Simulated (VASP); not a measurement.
Energy against volume of BaTiO3 (cubic perovskite). All values below come from optB88-vdW, VASP's PBE PAW potentials (set 64) (plane waves; VASP 6.6.1).

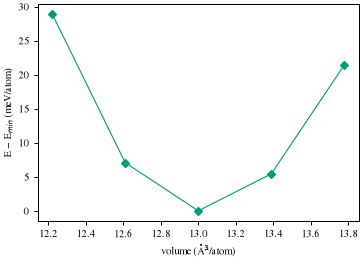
Figure: Energy against volume

Task: Estimate the equilibrium volume and the bulk modulus.

Result: The minimum lies near 13.0 Å³/atom, and the curvature gives B0 of about 170 GPa.

Measured: bulk modulus 162 GPa (computed value off by +4.9 %), as given by Yu-ichiro Matsushita et al., Physical Review B (2011), arXiv:1104.2769; a 4.001 Å (computed value off by +0.5 %), as given by Yubo Zhang et al., Physical Review B (2017), arXiv:1702.04817. The calculation is for a static lattice, while the measured bulk modulus, a hold thermal and zero-point effects, which are part of the difference.

The compound is BaTiO3 in the cubic perovskite structure, the ideal cubic form; the compound distorts at low or room temperature. It was relaxed first.
